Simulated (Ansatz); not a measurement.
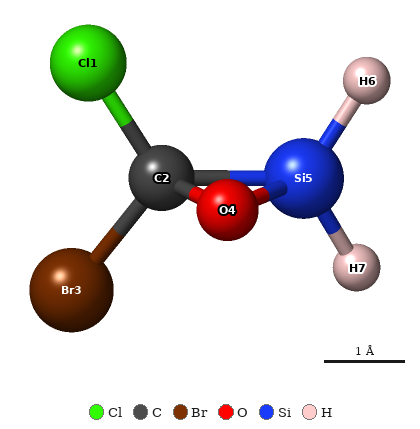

The structure (ball-and-stick view, seen at a tilt; atoms are numbered from 1 in the order of the input).

**CH2BrClOSi: one change and its effect**

System: CH2BrClOSi.
Method of the first run: RKS SPW92 (LDA)/def2-TZVPP (Ansatz 0.2.0).

The geometry comes from this level: PBE0-D4/def2-TZVP. Text and figures count atoms from 1; the logs count them from 0 in places.

**Input file, the first run**
```yaml
crystal:
  periodic: [false, false, false]
  atoms:
    - {symbol: Cl, position_ang: [-0.382488, -1.581840, 1.654900]}
    - {symbol: C, position_ang: [-0.129768, -0.797239, 0.108325]}
    - {symbol: Br, position_ang: [-0.729336, -1.913031, -1.350358]}
    - {symbol: O, position_ang: [1.175357, -0.304409, -0.069447]}
    - {symbol: Si, position_ang: [0.093958, 0.990851, -0.086145]}
    - {symbol: H, position_ang: [0.145340, 1.885747, 1.085019]}
    - {symbol: H, position_ang: [-0.111862, 1.651920, -1.387994]}
basis:
  gaussian: {orbitals: def2-TZVPP}
hamiltonian: {xc: lda}
output: {orbitals: {seedname: orbitals}}
```

Hardware: 4 CPU threads, shared host.

**Output (the first run)**
```
Functional definition: SPW92
  exchange = slater_x
  correlation = pw_c
1407 factors; their error is unknown
mean field evaluation 1: about -93363.6008 eV, gradient 6.5e1 eV
mean field evaluation 2: about -93286.8425 eV, gradient 1.9e2 eV
mean field evaluation 4: about -93370.4037 eV, gradient 2.7e1 eV
mean field evaluation 8: about -93371.7949 eV, gradient 1.3e-1 eV
mean field evaluation 16: about -93371.7433 eV, gradient 2.9e-4 eV
mean field -93371.74333034 eV, -3431.3482777493 hartree, gradient 6.9e-5 eV, S^2 0.000000; 0 other end points of the search recorded, 0 dependent functions left out
reference -93371.74336832 eV, -3431.3482791449 hartree; 41, 41 occupied and 181, 181 virtual orbitals, 1407 factors
Total energy: -93371.74336832 eV, -3431.3482791449 hartree
```

For the second run the input was changed thus:
```diff
-hamiltonian: {xc: lda}
+hamiltonian: {xc: {name: wB97X-V}}
```

Predict how the results change.

The total energies belong to different methods, so their difference says nothing on which is more stable or more accurate. The HOMO goes from −6.59 to −9.90 eV. The LUMO goes from −2.64 to 0.49 eV.

**Output (the second run)**
```
Functional definition: wB97X-V
  parameter omega = 0.3/bohr
  parameter cx = 0.167
  parameter cx1 = 0.603
  parameter cx2 = 1.194
  parameter css0 = 0.556
  parameter css1 = -0.257
  parameter cos0 = 1.219
  parameter cos1 = -1.850
  parameter b = 6.0
  parameter c = 0.01
  exchange = spin_sum(e_x_unif_sr(omega)*poly(b97_u_x, 1 - cx, cx1, cx2)) + cx*exact_x_sr(omega) + exact_x_lr(omega)
  correlation = spin_sum(e_c_pw_same_spin*poly(b97_u_same, css0, css1))
      + integral(e_c_pw_opposite_spin*poly(b97_u_opposite, cos0, cos1)) + vv10(b, c)
1463 factors; their error is unknown
252 factors; integrals over basis functions are off by at most 3.0e-5 eV
mean field evaluation 1: about -93549.8382 eV, gradient 4.5e1 eV
mean field evaluation 2: about -93547.4812 eV, gradient 6.1e1 eV
mean field evaluation 4: about -93553.5074 eV, gradient 1.2e0 eV
mean field evaluation 8: about -93553.5191 eV, gradient 7.0e-2 eV
mean field evaluation 16: about -93553.8248 eV, gradient 1.9e-4 eV
mean field -93553.82480670 eV, -3438.0396485861 hartree, gradient 1.8e-5 eV, S^2 0.000000; 0 other end points of the search recorded, 0 dependent functions left out
reference -93553.82480482 eV, -3438.0396485172 hartree; 41, 41 occupied and 181, 181 virtual orbitals, 1463 factors
Total energy: -93553.82480482 eV, -3438.0396485172 hartree
```

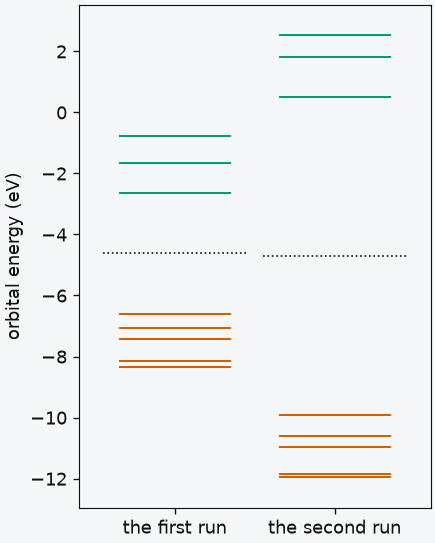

The five highest filled and three lowest empty orbital energies of the two runs; the dotted lines part filled from empty levels. The HOMO–LUMO gap is 3.96 eV in the first run and 10.39 eV in the second run.

**The two runs side by side**

| quantity | the first run | the second run |
| --- | --- | --- |
| outcome | converged | converged |
| total energy (hartree) | −3431.348279 | −3438.039649 |
| HOMO (eV) | −6.59 | −9.90 |
| LUMO (eV) | −2.64 | 0.49 |
| basis functions | 222 | 222 |
| wall time (shared host) | 1.4 s | 6 s |
